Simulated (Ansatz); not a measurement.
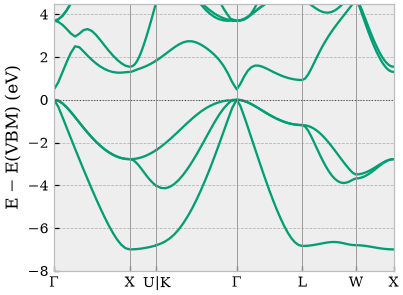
*Band structure from LDA in the plane-wave PAW code Ansatz*

Problem. Read off the gap and where the band edges lie.

Solution. About 0.5 eV (0.49 eV by a search for the band edges); maximum at Γ, minimum at Γ.

The material is GaAs (zinc blende, F-43m).

Symmetry was held in the LDA relaxation; phonons on a q-mesh show no instability. Scalar-relativistic: spin–orbit coupling is off unless named, which matters more the heavier the elements.

Potentials: the later of the program's two PAW sets.
